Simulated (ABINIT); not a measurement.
# A GW chain in ABINIT: GaN (P6_3mc), part 3 of 3

How does a plane-wave GW calculation on GaN (P6_3mc) run from the first input to the gap?

ABINIT 10.8.3; PBE and many-body steps on it, plane waves. Known limits of the many-body steps: not at the basis limit; no spin-orbit coupling; coarse k mesh.

So far. Step 4 (Empty states on the mesh, 3×3×2 mesh, 73 bands): On this mesh the gap is 1.919 eV. Step 5 (Screening, 3×3×2 mesh, 67 bands, screening to 119.7 eV): Local fields lower ε∞ by 7 %. On a Γ-centred mesh this coarse the value itself is usually too large, while a short band sum pulls it down.

The database entry behind the starting cell has ideal inner coordinates that were not refined, so it need not match the best structure at ambient conditions.

**6. Self-energy, 3×3×2 mesh, 67 bands, screening to 119.7 eV**

The self-energy is evaluated for the states that the input lists, and the levels follow from it, in one-shot runs by the linearised quasiparticle equation.

This step: G0W0 on PBE, plane waves, norm-conserving pseudopotentials.

run.abi reads:

```
acell 3*1.0 Angstrom
rprim 
  3.190000000016 -0.000000000004 0.000000000000
  -1.595000000005 2.762621038088 0.000000000000
  0.000000000000 0.000000000000 5.189000000000
ntypat 2
znucl 31 7
natom 4
typat 1 1 2 2
xred 
  0.666666666667 0.333333333333 0.000000000000
  0.333333333333 0.666666666667 0.500000000000
  0.666666666667 0.333333333333 0.375000000000
  0.333333333333 0.666666666667 0.875000000000
pp_dirpath "pseudos"
pseudos "Ga.upf, N.upf"
ecut 45
ngkpt 3 3 2
nshiftk 1
shiftk 0 0 0
kptopt 1
chksymbreak 0
istwfk *1
occopt 1
irdwfk 1
optdriver 4
nband 67
gwcalctyp 0
ecutsigx 45
symsigma 1
nkptgw 1
kptgw 
  0.0000000000 0.0000000000 0.0000000000
bdgw 
  25 28
ecuteps 4.4
irdscr 1
ppmodel 1
indata_prefix "in"
outdata_prefix "out"
tmpdata_prefix "tmp"
```

On the command line:

```
> OMP_NUM_THREADS=1 mpirun -n 8 abinit run.abi > log
```

Numbers of over 12 decimals in the logs are rounded to 6 here.

The program printed:

```text
.Version 10.8.3 of ABINIT. v10.8.2 released Aug 2026.

 Symmetries : space group P6_3 m c (#186); Bravais hP (primitive hexag.)
[... echo of the input left out ...]
== DATASET  1 ==================================================================
-   mpi_nproc: 8, omp_nthreads: 1 (-1 if OMP is not activated)

--- !DatasetInfo
iteration_state: {dtset: 1, }
dimensions: {natom: 4, nkpt: 6, mband: 67, nsppol: 1, nspinor: 1, nspden: 1, mpw: 4506, }
cutoff_energies: {ecut:  45.0, pawecutdg:  -1.0, }
electrons: {nelect:   5.20000000E+01, charge:   0.00000000E+00, occopt:   1.00000000E+00, tsmear:   1.00000000E-02, }

 SIGMA: Calculation of the GW corrections

 Based on a program developped by R.W. Godby, V. Olevano, G. Onida, and L. Reining.
 Incorporated in ABINIT by V. Olevano, G.-M. Rignanese, and M. Torrent.
.Using double precision arithmetic ; gwpc =  8

[... cell and pseudopotentials left out ...]
--------------------------------------------------------------------------------

 ==== K-mesh for the wavefunctions ====
 Number of points in the irreducible wedge :     6
[... list of points left out ...]
 Together with 12 symmetry operations and time-reversal symmetry
 yields    18 points in the full Brillouin Zone.

 ==== Q-mesh for screening function ====
 Number of points in the irreducible wedge :     6
[... list of points left out ...]
 Together with 12 symmetry operations and time-reversal symmetry
 yields    18 points in the full Brillouin Zone.

 vcoul_init : cutoff-mode = AUXILIARY_FUNCTION
 q-points for optical limit:   1
     1)      0.000010    0.000020    0.000030
 setmesh: FFT mesh size selected  =    32x   32x   60
          total number of points  =        61440

 Number of electrons calculated from density =   52.0000; Expected =   52.0000
 average of density, n =  0.168504
 r_s =    1.1231
 omega_plasma =   39.5969 [eV]

 === KS Band Gaps ===
  >>>> For spin  1
   Minimum direct gap =   1.9190 [eV], located at k-point      :   0.0000  0.0000  0.0000
   Fundamental gap    =   1.9190 [eV], Top of valence bands at :   0.0000  0.0000  0.0000
                                       Bottom of conduction at :   0.0000  0.0000  0.0000
 SIGMA fundamental parameters:
 PLASMON POLE MODEL  1
 number of plane-waves for SigmaX                 4427
 number of plane-waves for SigmaC and W            135
 number of plane-waves for wavefunctions          4427
 number of bands                                    67
 number of independent spin polarizations            1
 number of spinorial components                      1
 number of k-points in IBZ                           6
 number of q-points in IBZ                           6
 number of symmetry operations                      12
 number of k-points in BZ                           18
 number of q-points in BZ                           18
 number of frequencies for dSigma/dE                 9
 frequency step for dSigma/dE [eV]                0.25
 number of omega for Sigma on real axis              0
 max omega for Sigma on real axis  [eV]           0.00
 zcut for avoiding poles [eV]                     0.10

 EPSILON^-1 parameters (SCR file):
 dimension of the eps^-1 matrix on file            135
 dimension of the eps^-1 matrix used               135
 number of plane-waves for wavefunctions          4427
 number of bands                                    67
 number of q-points in IBZ                           6
 number of frequencies                               2
 number of real frequencies                          1
 number of imag frequencies                          1

 matrix elements of self-energy operator (all in [eV])

 Perturbative Calculation

--- !SelfEnergy_ee
iteration_state: {dtset: 1, }
kpoint     : [   0.000,    0.000,    0.000, ]
spin       : 1
KS_gap     :    1.919
QP_gap     :    2.618
Delta_QP_KS:    0.699
data: !SigmaeeData |
     Band     E0 <VxcDFT>   SigX SigC(E0)      Z dSigC/dE  Sig(E)    E-E0       E
       25   6.903 -19.100 -22.606   3.810   0.795  -0.257 -18.858   0.242   7.144
       26   6.903 -19.100 -22.606   3.810   0.795  -0.257 -18.858   0.242   7.144
       27   8.822 -14.182  -9.590  -3.445   0.821  -0.219 -13.241   0.941   9.762
       28  11.172 -13.937  -8.620  -3.965   0.829  -0.206 -12.816   1.122  12.294

== END DATASET(S) ==============================================================
================================================================================

 -outvars: echo values of variables after computation  --------
           etotal      0.0000000000E+00
            nband          67
             nkpt           6
          spgroup         186
 [... the other variables as echoed above ...]

 Calculation completed.
```

Elapsed: 3 s, on 8 MPI ranks of Arm Neoverse V1, shared host; peak memory 0.49 GiB.

Numbers from this step:

* G0W0 gap on the points computed: 2.618 eV
* starting gap on the mesh: 1.919 eV
* k of the valence top: 0, 0, 0
* k of the conduction bottom: 0, 0, 0
* Z at the valence top: 0.795
* Z at the conduction bottom: 0.821
* least direct G0W0 gap on the computed points: 2.618 eV

The gap on the mesh goes from 1.92 eV to 2.62 eV, a correction of +0.70 eV.

Limits: finite bands, cutoff and mesh; no spin-orbit coupling; coarse k mesh. v1 is the top filled band, c1 the lowest empty one. The levels before and after the correction (eV, zero at the valence-band top of each column):

```tsv
	conduction bottom	valence top
Kohn-Sham	1.92	0.00
G0W0	2.62	0.00
```

```tsv
	level	energy (eV)
Kohn-Sham	Γ v2-v1	0.000
Kohn-Sham	Γ c1	1.919
Kohn-Sham	Γ c2	4.269
G0W0	Γ v2-v1	0.000
G0W0	Γ c1	2.618
G0W0	Γ c2	5.150
```

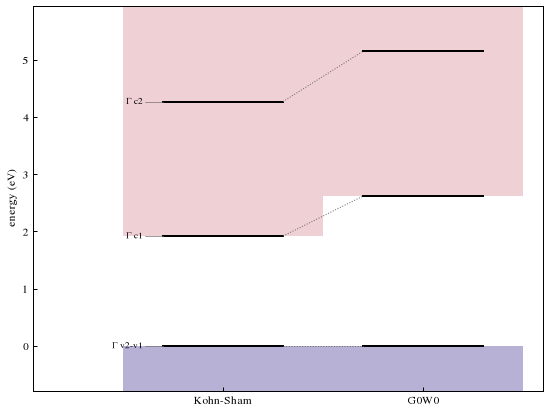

Levels before and after the correction. Shaded: valence and conduction bands.

**7. Where the time went**

Times are wall times on the hardware named with each run, good to a factor of about two.

```tsv
step	time	share	memory (GiB)
ground state	23 s	31 %	0.67
bands along the symmetry lines	30 s	41 %	0.69
empty states on the mesh	9.6 s	13 %	0.44
screening	7.8 s	11 %	1.2
self-energy	3 s	4 %	0.49
```

**8. What came out**

| Quantity | Value |
| --- | --- |
| PBE gap | 1.92 eV, direct |
| G0W0 gap on the mesh | 2.62 eV |
| GW settings | 3×3×2 mesh, 67 bands, screening to 119.7 eV, Godby-Needs plasmon pole |
| known limits | not at the basis limit; no spin-orbit coupling; coarse k mesh |

G0W0 moves the gap on the mesh from 1.92 eV to 2.62 eV (+0.70 eV), with Z of 0.80 and 0.82 at the edges. Local fields lower the RPA ε∞ on this mesh from 10.60 to 9.90; a Γ-centred mesh this coarse tends to raise both, most where the direct gap is narrow, while a short band sum lowers them. Only 1 of the mesh's irreducible points was corrected, so a valley elsewhere could overtake. Bands and cutoff are finite, so the gap is not at the basis limit. The miss can reach some tenths of an eV and take either sign; the mesh is an error of its own. In the G0W0 run levels were corrected at 1 k point alone, so a gap called «on the mesh» is the least over those, and an edge elsewhere would be missed. The 3×3×2 mesh is coarse for this cell, which bears on the long-range parts of exchange and screening. The many-body steps are scalar-relativistic: spin-orbit coupling is not in them.

[Paths, hosts, dates, memory and timing lines, banners, echoed tables and standing remarks are left out of the program output.]

[Logs are printed without paths, hosts, clocks, repeated set-up lines and the standing remarks that a program may print on its own settings, such as how far it seeks lower states.]

[Runs of the session that timed out or met a known fault of the program may be left out.]

[Hosts, paths, dates, database ids (printed as entryN), source tags and the programs' standing remarks are cut or masked in the printed files.]

[G0W0 gaps are taken among the corrected bands and points alone; a level outside them can change the order at an edge.]

[Where Ansatz stands beside ABINIT at settings called matched, ABINIT's density can come from a denser mesh and the files from another edition; pairs whose starting gaps differed by over 0.03 eV were left out, so agreement reads better than it is.]
